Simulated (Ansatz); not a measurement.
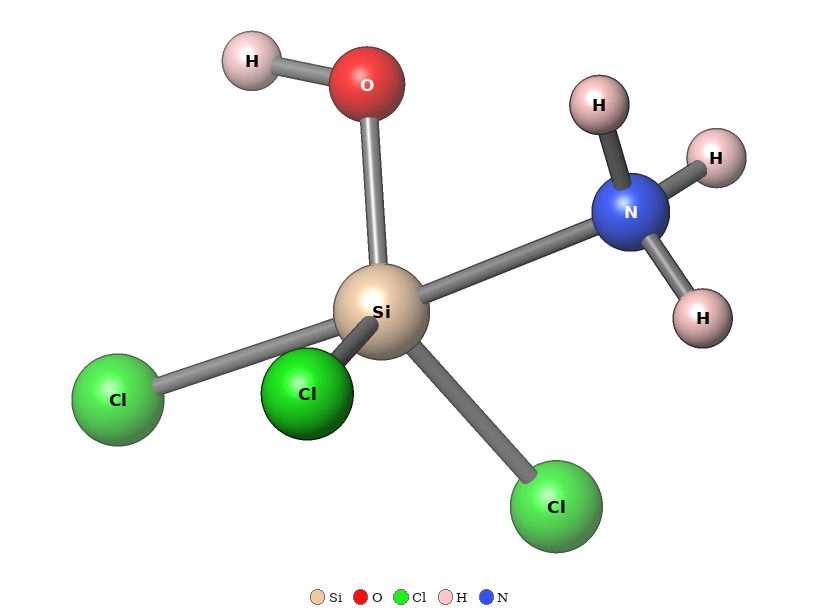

Depth is shown by fading: the farther an atom, the more it takes the colour of the background. The geometry was computed by an optimisation with PBE0-D4/def2-TZVP.

List the symmetry elements and name the point group.

It has 1 mirror plane, so the point group is Cs. The group has 2 operations. The geometry is achiral, and symmetry allows a dipole moment.
